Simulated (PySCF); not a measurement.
NMR shielding calculation of C6H5F3

System: C6H5F3.
Method: GIAO PBE0/aug-cc-pVDZ NMR shielding, non-relativistic, gas phase (PySCF 2.14.0).

The geometry comes from this level: GFN2-xTB. It belongs to a series of runs on one base structure; here: PBE0/aug-cc-pVDZ; grid level 4. Figures and captions count atoms from 1; the log counts them from 0 in places.

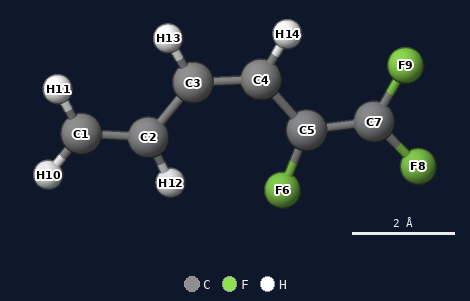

*The structure as given in the input (ball-and-stick view, seen at a tilt; atoms are numbered from 1 in the order of the input).*

Bond lengths as drawn: C–C 1.33 to 1.44 Å, C–F 1.32 to 1.35 Å and C–H 1.08 Å.

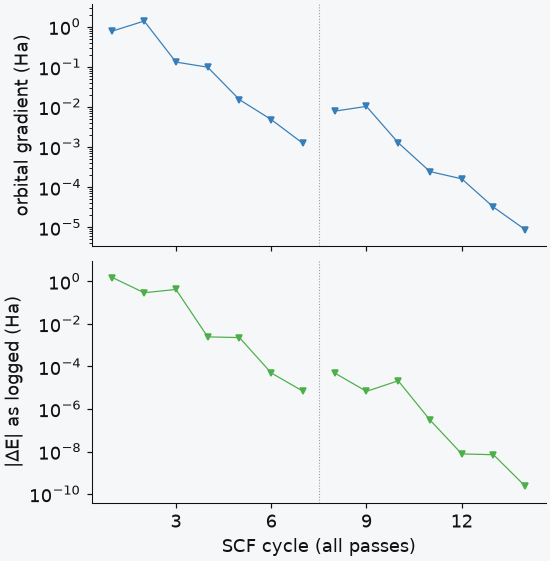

*Convergence of the self-consistent field: orbital gradient and size of the energy change against the SCF cycle. The dotted line marks the change from a coarse to the final integration grid.*

The first 7 cycles use a coarse grid, the final grid takes over at cycle 8, and the field converges after 14 cycles in all.

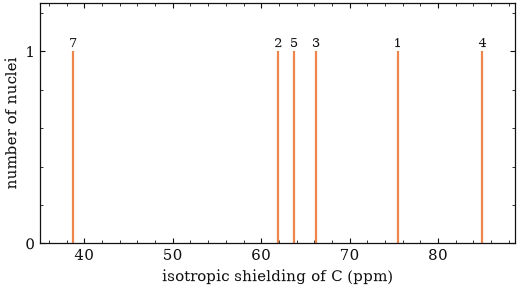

*Isotropic shieldings of the carbon nuclei in this fixed geometry, labelled by atom number; shielding grows to the right, so chemical shift grows to the left.*

The least shielded is C7 (38.7 ppm), the most shielded C4 (85.0 ppm).

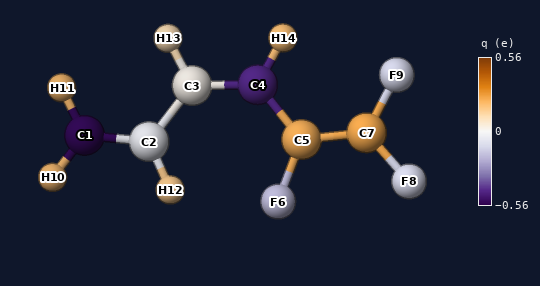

*ESP-fitted charges, as the colour of each atom (ball-and-stick view, seen on its broad side; atoms are numbered from 1 in the order of the input).*

By element: C −0.53 to +0.25, F −0.18 to −0.12 and H +0.12 to +0.21 e.

The input that produced these results follows, with the program's output.

Input
```
{"job": {"kind": "nmr", "xc": "PBE0", "basis": "aug-cc-pVDZ", "pop": true, "grid": 4}, "charge": 0, "multiplicity": 1}
C     -2.630796    -0.003848     1.136604
C     -1.344836     0.013803     0.787087
C     -0.927434    -0.051548    -0.588682
C      0.326485    -0.042676    -1.079348
C      1.569626     0.033847    -0.357313
F      1.573165     0.110456     0.988571
C      2.768836     0.033745    -0.956643
F      3.940708     0.101185    -0.343510
F      2.928891    -0.036169    -2.273950
H     -2.938749     0.044803     2.166397
H     -3.416797    -0.067369     0.401377
H     -0.585746     0.078017     1.550401
H     -1.733526    -0.115459    -1.308854
H      0.469495    -0.099259    -2.149282
```

The first line tells a small driver script what to run in PySCF; the rest is the geometry in Å.

Launch command:
```bash
OMP_NUM_THREADS=1 python <driver script> task.json out
```

Output
```
coarse grid: 12880 points
cycle   1  E = -530.4619951256  dE =  1.523e+00  |g| = 7.790e-01  |ddm| = 1.973e+01
cycle   2  E = -530.1678923315  dE =  2.941e-01  |g| = 1.384e+00  |ddm| = 6.421e+00
cycle   3  E = -530.5887687473  dE = -4.209e-01  |g| = 1.313e-01  |ddm| = 4.369e+00
cycle   4  E = -530.5912440463  dE = -2.475e-03  |g| = 9.774e-02  |ddm| = 5.875e-01
cycle   5  E = -530.5935303476  dE = -2.286e-03  |g| = 1.517e-02  |ddm| = 2.532e-01
cycle   6  E = -530.5935801628  dE = -4.982e-05  |g| = 4.841e-03  |ddm| = 9.565e-02
cycle   7  E = -530.5935870264  dE = -6.864e-06  |g| = 1.229e-03  |ddm| = 1.765e-02
final grid: 336696 points
cycle   8  E = -530.6020166179  dE = -4.933e-05  |g| = 7.841e-03  |ddm| = 5.020e-01
cycle   9  E = -530.6020098683  dE =  6.750e-06  |g| = 1.029e-02  |ddm| = 9.202e-02
cycle  10  E = -530.6020311306  dE = -2.126e-05  |g| = 1.278e-03  |ddm| = 3.535e-02
cycle  11  E = -530.6020314370  dE = -3.064e-07  |g| = 2.437e-04  |ddm| = 5.553e-03
cycle  12  E = -530.6020314447  dE = -7.739e-09  |g| = 1.608e-04  |ddm| = 1.371e-03
cycle  13  E = -530.6020314518  dE = -7.059e-09  |g| = 3.163e-05  |ddm| = 4.955e-04
cycle  14  E = -530.6020314520  dE = -2.342e-10  |g| = 8.667e-06  |ddm| = 1.397e-04
converged SCF energy = -530.6020314520

GIAO shielding tensors (ppm)
atom      isotropic    diamagn.    paramagn.     s11        s22        s33       span
  0 C       75.414     229.345    -153.931    -23.761     78.811    171.192    194.954
  1 C       61.930     179.487    -117.557    -46.684     57.867    174.606    221.290
  2 C       66.191     218.655    -152.465    -20.649     61.976    157.245    177.894
  3 C       85.012     194.736    -109.724     -5.680     92.913    167.805    173.485
  4 C       63.699     226.855    -163.156     37.804     56.949     96.343     58.539
  5 F      368.505     478.823    -110.318    311.600    360.522    433.394    121.794
  6 C       38.721     251.179    -212.458     -9.372     51.137     74.397     83.770
  7 F      286.230     464.224    -177.994    266.029    293.603    299.058     33.029
  8 F      301.063     469.456    -168.393    282.110    305.836    315.242     33.132
  9 H       26.141      34.230      -8.088     23.627     25.429     29.368      5.742
 10 H       26.114      42.622     -16.508     22.941     25.970     29.430      6.489
 11 H       23.961      26.385      -2.424     20.154     21.120     30.609     10.454
 12 H       25.273      40.373     -15.100     23.069     23.692     29.060      5.991
 13 H       25.682      36.261     -10.579     22.446     24.521     30.078      7.632
```

Results in brief

- outcome: converged
- total energy: −530.602031 hartree
- HOMO: −6.43 eV
- LUMO: −1.65 eV
- dipole moment: 1.53 D
- isotropic shielding, C: 38.7 to 85.0 ppm
- isotropic shielding, F: 286.2 to 368.5 ppm
- isotropic shielding, H: 24.0 to 26.1 ppm
- hardware: 1 CPU thread, shared host
- wall time: 88 s
- peak memory: 1 GiB

Settings chosen away from the usual ones: PBE0/aug-cc-pVDZ; grid level 4.
